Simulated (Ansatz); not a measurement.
# InH3 (SMILES [H][In]([H])[H]): levels of theory compared

Aim: a comparison of 6 runs (UHF/STO-3G, BLYP/STO-3G, r2SCAN/STO-3G, wB97X/STO-3G, MP2/STO-3G, FCI/STO-3G) of InH3. 

Program for the calculation: Ansatz 0.2.0.

27 further runs of the same task are left out: 1 that didn't finish, 26 set aside as unsound or not needed.

## 1. The structure to begin with

The species is InH3 (4 atoms), meant as a singlet with charge 0. SMILES: `[H][In]([H])[H]`. The H2–In1 distance was set to 2.578 Å, away from the relaxed value. At this shape a bond of the SMILES string is far longer than usual.

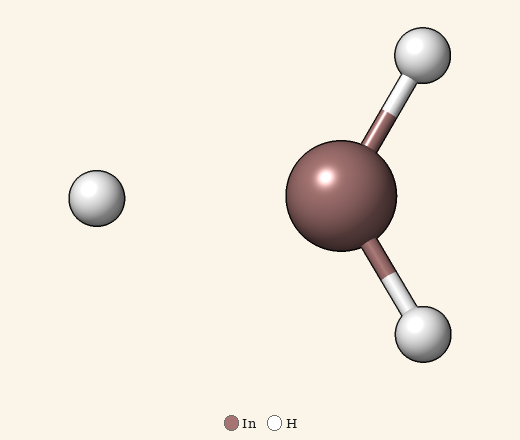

Viewed from a chosen angle; indium brown, hydrogen white.

## 2. The energy at UHF/STO-3G (run 1)

The input, input.yaml:

```yaml
crystal:
  periodic: [false, false, false]
  atoms:
    - {symbol: In, position_ang: [-0.858465, 0.012784, -0.007565]}
    - {symbol: H, position_ang: [1.718930, -0.027790, 0.013510]}
    - {symbol: H, position_ang: [-1.693615, 1.514924, -0.024805]}
    - {symbol: H, position_ang: [-1.744165, -1.459356, -0.002215]}
basis:
  gaussian:
    orbitals: STO-3G
accuracy: high
magnetization:
  spin_polarized: true
  initial_magnetization: 0
hamiltonian:
  xc: hf
```

Started as:

```console
ansatz run input.yaml --threads 1 --pin off --max-ram 2610MiB --events-out events.jsonl --progress --plain --runs-dir runs
```

What it wrote:

```text
Warning: RAYON_NUM_THREADS=1 ignored (pool sized by the plan → 1); use --threads N
Functional definition: HF
  name "HF"
  exchange = exact_x
  correlation = 0
526 factors; integrals over basis functions are off by at most 4.0e-9 eV
mean field evaluation 1: about -154680.5566 eV, gradient 8.1e0 eV
mean field evaluation 2: about -154680.5416 eV, gradient 8.0e0 eV
mean field evaluation 4: about -154681.7206 eV, gradient 4.9e-1 eV
mean field evaluation 8: about -154681.7227 eV, gradient 4.7e-5 eV
mean field evaluation 16: about -154681.7227 eV, gradient 7.2e-7 eV
mean field evaluation 32: about -154682.2021 eV, gradient 8.9e-8 eV
mean field -154682.20213948 eV, -5684.4660812635 hartree, gradient 8.9e-8 eV, S^2 0.553861; 3 other end points of the search recorded, 0 dependent functions left out
reference -154682.20213948 eV, -5684.4660812635 hartree; 26, 26 occupied and 4, 4 virtual orbitals, 526 factors
Total energy: -154682.20213948 eV, -5684.4660812635 hartree
```

Wall time 0.36 s (1 thread of AMD EPYC 9R45 (Zen 5), shared host).

## 3. The energy at BLYP/STO-3G (run 2)

The input, in.yaml:

```yaml
crystal:
  periodic: [false, false, false]
  atoms:
    - {symbol: In, position_ang: [-0.858465, 0.012784, -0.007565]}
    - {symbol: H, position_ang: [1.718930, -0.027790, 0.013510]}
    - {symbol: H, position_ang: [-1.693615, 1.514924, -0.024805]}
    - {symbol: H, position_ang: [-1.744165, -1.459356, -0.002215]}
basis:
  gaussian: {orbitals: STO-3G}
accuracy: high
hamiltonian: {xc: {name: BLYP}}
```

Started as:

```console
ansatz run in.yaml --threads 1 --pin off --max-ram 2610MiB --events-out events.jsonl --progress --plain --runs-dir runs
```

What it wrote:

```text
Warning: RAYON_NUM_THREADS=1 ignored (pool sized by the plan → 1); use --threads N
Functional definition: BLYP
  name "BLYP"
  parameter beta = 0.0042
  parameter a = 0.04918
  parameter b = 0.132
  parameter c = 0.2533
  parameter d = 0.349
  exchange = b88_x(beta = beta)
  correlation = lyp_c(a = a, b = b, c = c, d = d)
526 factors; integrals over basis functions are off by at most 4.0e-9 eV
mean field evaluation 1: about -154726.7087 eV, gradient 3.9e1 eV
mean field evaluation 2: about -154722.4896 eV, gradient 3.0e1 eV
mean field evaluation 4: about -154733.9430 eV, gradient 3.2e0 eV
mean field evaluation 8: about -154733.9294 eV, gradient 1.8e-1 eV
mean field evaluation 16: about -154733.9297 eV, gradient 1.1e-5 eV
mean field -154733.92968866 eV, -5686.3670336337 hartree, gradient 6.0e-9 eV, S^2 0.000000; 0 other end points of the search recorded, 0 dependent functions left out
reference -154733.92972509 eV, -5686.3670349726 hartree; 26, 26 occupied and 4, 4 virtual orbitals, 526 factors
Total energy: -154733.92972509 eV, -5686.3670349726 hartree
```

Wall time 0.69 s (1 thread of AMD EPYC 9R45 (Zen 5), shared host).

Run 3 isn't shown in full; the table further down has it.

## 4. The energy at wB97X/STO-3G (run 4)

in.yaml, as its differences from that of step 3:

```diff
@@ -1 +1,3 @@
+basis:
+  gaussian: {orbitals: STO-3G}
 crystal:
@@ -7,5 +9,3 @@
     - {symbol: H, position_ang: [-1.744165, -1.459356, -0.002215]}
-basis:
-  gaussian: {orbitals: STO-3G}
 accuracy: high
-hamiltonian: {xc: {name: BLYP}}
+hamiltonian: {xc: {name: wB97X}}
```

Started as:

```console
ansatz run in.yaml --threads 1 --pin off --max-ram 2610MiB --events-out events.jsonl --progress --plain --runs-dir runs
```

What it wrote:

```text
Warning: RAYON_NUM_THREADS=1 ignored (pool sized by the plan → 1); use --threads N
Functional definition: wB97X
  name "wB97X"
  parameter omega = 0.3/bohr
  parameter cx = 0.157706
  parameter cx1 = 0.726479
  parameter cx2 = 1.04760
  parameter cx3 = -5.70635
  parameter cx4 = 13.2794
  parameter css1 = -4.33879
  parameter css2 = 18.2308
  parameter css3 = -31.7430
  parameter css4 = 17.2901
  parameter cos1 = 2.37031
  parameter cos2 = -11.3995
  parameter cos3 = 6.58405
  parameter cos4 = -3.78132
  exchange = spin_sum(e_x_unif_sr(omega)*poly(b97_u_x, 1 - cx, cx1, cx2, cx3, cx4)) + cx*exact_x_sr(omega)
      + exact_x_lr(omega)
  correlation = spin_sum(e_c_pw_same_spin*poly(b97_u_same, 1, css1, css2, css3, css4))
      + integral(e_c_pw_opposite_spin*poly(b97_u_opposite, 1, cos1, cos2, cos3, cos4))
526 factors; integrals over basis functions are off by at most 4.0e-9 eV
113 factors; integrals over basis functions are off by at most 6.3e-10 eV
mean field evaluation 1: about -154740.1941 eV, gradient 1.4e1 eV
mean field evaluation 2: about -154741.4493 eV, gradient 7.1e0 eV
mean field evaluation 4: about -154741.8145 eV, gradient 1.1e-1 eV
mean field evaluation 8: about -154741.7149 eV, gradient 1.9e-3 eV
mean field evaluation 16: about -154741.7149 eV, gradient 2.0e-7 eV
mean field -154741.71493888 eV, -5686.6531363024 hartree, gradient 3.3e-8 eV, S^2 0.000000; 0 other end points of the search recorded, 0 dependent functions left out
reference -154741.71493715 eV, -5686.6531362387 hartree; 26, 26 occupied and 4, 4 virtual orbitals, 526 factors
Total energy: -154741.71493715 eV, -5686.6531362387 hartree
```

Run time: 2.3 s. Hardware: 1 thread of AMD EPYC 9R45 (Zen 5), shared host; peak memory 0.24 GiB.

Run 5 isn't shown in full; the table further down has it.

## 5. The energy at FCI/STO-3G (run 6)

The input, run.yaml:

```yaml
crystal:
  periodic: [false, false, false]
  atoms:
    - {symbol: In, position_ang: [-0.858465, 0.012784, -0.007565]}
    - {symbol: H, position_ang: [1.718930, -0.027790, 0.013510]}
    - {symbol: H, position_ang: [-1.693615, 1.514924, -0.024805]}
    - {symbol: H, position_ang: [-1.744165, -1.459356, -0.002215]}
basis:
  gaussian:
    orbitals: STO-3G
magnetization:
  spin_polarized: false
correlation:
  method: fci
  frozen_orbitals: {H: 0, In: 18}
accuracy: high
```

Started as:

```console
ansatz run run.yaml --threads 1 --pin off --max-ram 2610MiB --events-out events.jsonl --progress --plain --runs-dir runs
```

What it wrote:

```text
Warning: RAYON_NUM_THREADS=1 ignored (pool sized by the plan → 1); use --threads N
Functional definition: HF
  name "HF"
  exchange = exact_x
  correlation = 0
526 factors; integrals over basis functions are off by at most 4.0e-9 eV
mean field evaluation 1: about -154680.5566 eV, gradient 1.1e1 eV
mean field evaluation 2: about -154680.5416 eV, gradient 1.1e1 eV
mean field evaluation 4: about -154681.7197 eV, gradient 6.9e-1 eV
mean field evaluation 8: about -154681.7227 eV, gradient 6.9e-5 eV
mean field -154681.72273002 eV, -5684.4484632907 hartree, gradient 2.2e-8 eV, S^2 0.000000; 0 other end points of the search recorded, 0 dependent functions left out; unrestricted orbitals would lower it
mean field evaluation 16: about -154682.2045 eV, gradient 4.6e-2 eV
18 core orbitals not correlated: weight in the atoms' cores, before any rotation towards them, 1.000 or more for the frozen orbitals, at most 0.000 for the correlated occupied ones
reference -154681.72273002 eV, -5684.4484632907 hartree; 8, 8 occupied and 4, 4 virtual orbitals, 526 factors
state -154684.11270045 eV, -5684.5362930843 hartree
Total energy: -154684.11270045 eV, -5684.5362930843 hartree
```

It took 0.56 s on 1 thread of AMD EPYC 9R45 (Zen 5), shared host.

## 6. All runs side by side

| run | level | frozen core orbitals | energy (Eh) | wall time |
| --- | --- | --- | --- | --- |
| 1 | UHF/STO-3G | – | -5684.466081 | 0.36 s |
| 2 | BLYP/STO-3G | – | -5686.367035 | 0.69 s |
| 3 | r2SCAN/STO-3G | – | -5686.687393 | 1.2 s |
| 4 | wB97X/STO-3G | – | -5686.653136 | 2.3 s |
| 5 | MP2/STO-3G | 18 | -5684.499167 | 0.28 s |
| 6 | FCI/STO-3G | 18 | -5684.536293 | 0.56 s |

## 7. Summary of results

| quantity | value |
| --- | --- |
| run 6: total energy | -5684.53629 Eh |
| run 6: correlation energy (18 core orbitals frozen) | -87.8 mEh |

In words: Against full CI in this basis: UHF +70.2 mEh; MP2 +37.1 mEh. Totals of different functionals can't be ranked against each other. In run 5 the log says that unrestricted orbitals would lower the reference, so the values rest on an unstable closed-shell determinant (other closed-shell runs at this shape may share the fault). In runs 1, 2, 3, 4, 5, 6 the basis is minimal, so the values are rough. In runs 1, 2, 3, 4, 5, 6 relativity is left out where basis or elements ask for it. Spin contamination of the reference: run 1 ⟨S²⟩ = 0.55. All runs together took 5.4 s, the longest 2.3 s.
